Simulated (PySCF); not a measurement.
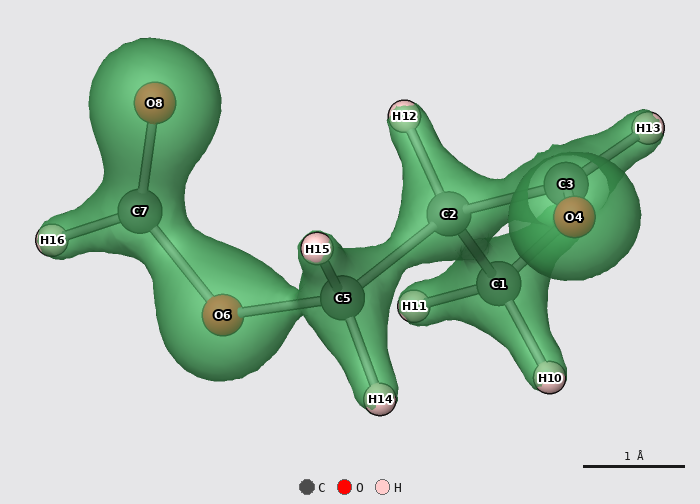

C₅H₈O₃ (SMILES C[C@H](C=O)COC=O). Isosurface of the electron density at 1.5 e/Å³ (green), seen from one side.

Geometry: GFN2-xTB.

All numbers below come from PBE0/def2-SVPD, SCF density, gas phase (PySCF 2.14.0).

| atom | x (Å) | y (Å) | z (Å) |
| --- | --- | --- | --- |
| C | -1.1987 | -1.1870 | -0.2120 |
| C | -0.4423 | -0.0248 | 0.4353 |
| C | -1.3992 | 0.8536 | 1.1990 |
| O | -1.5184 | 2.0373 | 1.0669 |
| C | 0.3312 | 0.8015 | -0.5954 |
| O | 1.3569 | 0.0397 | -1.2359 |
| C | 2.4597 | -0.1797 | -0.5439 |
| O | 2.6882 | 0.1740 | 0.5749 |
| H | -1.6798 | -1.7998 | 0.5461 |
| H | -1.9590 | -0.8110 | -0.8933 |
| H | -0.5082 | -1.8087 | -0.7763 |
| H | 0.2700 | -0.4249 | 1.1679 |
| H | -2.0175 | 0.2887 | 1.9236 |
| H | -0.3302 | 1.1342 | -1.3968 |
| H | 0.7774 | 1.6695 | -0.0995 |
| H | 3.1623 | -0.7538 | -1.1719 |

### Which contacts does the surface bridge?

At this value the surface is in one piece. It bridges the sampled C–O (1.20 Å), C–C (1.51 Å), C–H (1.09 Å) and C–O (1.32 Å) contacts, where the density stays above the isovalue. On the grid the lowest density along these lines, outside the cores, is 3 e/Å³ (C–O, 1.20 Å), 1.8 e/Å³ (C–C, 1.51 Å), 1.9 e/Å³ (C–H, 1.09 Å) and 2.1 e/Å³ (C–O, 1.32 Å).
